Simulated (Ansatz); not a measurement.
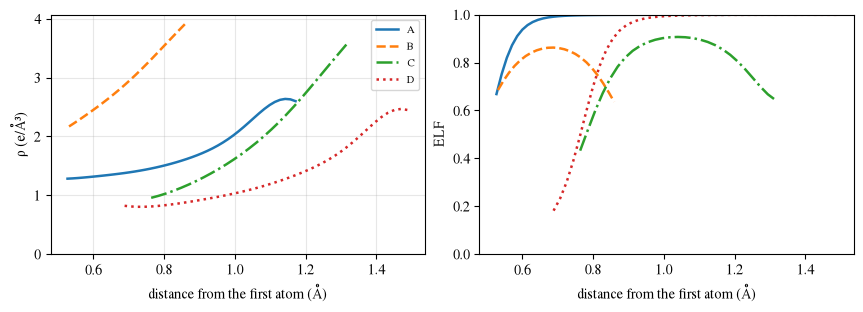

The picture shows: BH3NSi (doublet). Electron density and ELF along straight lines between neighbouring atoms. The curves leave out the atomic cores.

Geometry: PBE0-D4/def2-TZVP.

These are results of UKS PBE0-D4/def2-TZVPP in Ansatz 0.2.0, not measurements.

```yaml
atoms:
  - { symbol: B, position_ang: [-0.8922, -1.3582, -0.4360] }
  - { symbol: N, position_ang: [-0.3014, -0.3060, -0.1077] }
  - { symbol: Si, position_ang: [0.3384, 1.2006, 0.3402] }
  - { symbol: H, position_ang: [-1.4409, -2.3466, -0.7435] }
  - { symbol: H, position_ang: [1.2666, 1.7060, -0.7082] }
  - { symbol: H, position_ang: [1.0295, 1.1043, 1.6552] }
```

> Which curve belongs to which contact (B–H, B–N, Si–H and Si–N)? The first atom named is at distance zero.

Curve A: B–H (1.17 Å): ρ at the midpoint is about 1.3 e/Å³; the ELF climbs to about 1 towards the hydrogen, as it does in any bond to H (a covalent bond by its length). Curve B: B–N (1.25 Å): ρ at the midpoint is about 2.6 e/Å³; the ELF peaks at about 0.85 between the atoms: a polar covalent bond. Curve C: Si–N (1.70 Å): ρ at the midpoint is about 1.1 e/Å³; the ELF peaks at about 0.90 between the atoms; a polar covalent bond. Curve D: Si–H (1.49 Å): the density is about 0.8 e/Å³ at the midpoint; the ELF climbs to about 1 towards the hydrogen.
